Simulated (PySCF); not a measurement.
# H8N4Pr (Pr(NH2)4-): the cost of one run

Method: several levels, as the steps say, no spin–orbit coupling; program: PySCF 2.14.0.

1 further run of the same task is left out (for a known fault of the program).

## Step 1: Where the work starts

13 atoms, charge -1, spin multiplicity 1.

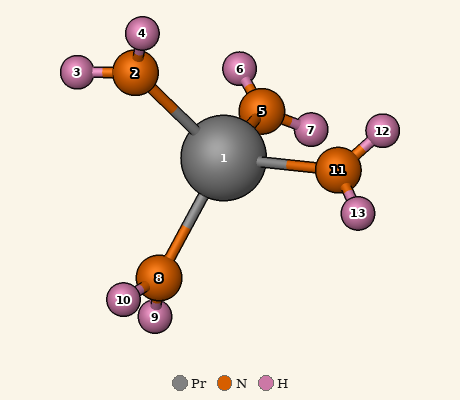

The structure; praseodymium grey, nitrogen orange, hydrogen pink; atoms are numbered from 1 in the order of the file.

Geometry (Å):

```xyz
13
H8N4Pr
Pr    0.0002    0.0000    0.0000
N     1.4139    1.3813    1.2752
H     2.2806    1.0493    1.7047
H     1.3874    2.3836    1.4675
N    -1.4136   -1.2754    1.3812
H    -1.3888   -1.4672    2.3832
H    -2.2796   -1.7052    1.0482
N     1.4139   -1.3813   -1.2752
H     1.3874   -2.3836   -1.4675
H     2.2806   -1.0493   -1.7047
N    -1.4136    1.2754   -1.3812
H    -2.2796    1.7052   -1.0482
H    -1.3888    1.4672   -2.3832
```

Formal oxidation states: Pr +3. Each metal's 2 4f electrons lie in its core potential, so multiplicities, spins and levels count the valence alone. An earlier session relaxed this geometry at PBE0, Pr lcecp-1-SVP with ECP48, N def2-SVP, H def2-SVP (singlet, point group S4).

At PBE0 on the finer grid: E = -256.391141 Eh, HOMO -1.13 eV, LUMO 3.59 eV, Mulliken charge on Pr1 +0.70 e, largest force component 0.016 eV/Å. 

Levels to run: wB97X; HF; PBE0, TZVP. Hardware: 2 threads of Arm Neoverse V1, shared host.

## Step 2: wB97X

Input file run.py (the lines that set the calculation):

```python
mol = gto.M(atom='''
Pr     0.00017     0.00000     0.00000
N      1.41394     1.38127     1.27524
H      2.28057     1.04927     1.70471
H      1.38743     2.38362     1.46755
N     -1.41357    -1.27540     1.38115
H     -1.38884    -1.46719     2.38317
H     -2.27962    -1.70518     1.04820
N      1.41394    -1.38127    -1.27524
H      1.38743    -2.38362    -1.46755
H      2.28057    -1.04927    -1.70471
N     -1.41357     1.27540    -1.38115
H     -2.27962     1.70518    -1.04820
H     -1.38884     1.46719    -2.38317''',
    basis={'Pr': 'lcecp-1-SVP', 'N': 'def2-SVP', 'H': 'def2-SVP'},
    ecp={'Pr': 'lcecp-1-SVP'},
    charge=-1, spin=0)
mf = dft.RKS(mol, xc='WB97X')
mf.grids.atom_grid = (75, 302)  # f atoms: unpruned, at least (60, 302)
mf = mf.density_fit()  # fitting sets: Pr AutoAux, N def2-universal-JKFIT, H def2-universal-JKFIT
mf.conv_tol = 1e-08; mf.max_cycle = 55
mf.kernel(dm0)  # dm0: the density of the relaxed state
```

Run with:

```sh
OMP_NUM_THREADS=2 python run.py
```

**Question.** How long does this run take on 2 threads of Arm Neoverse V1, shared host?

About 14 s.
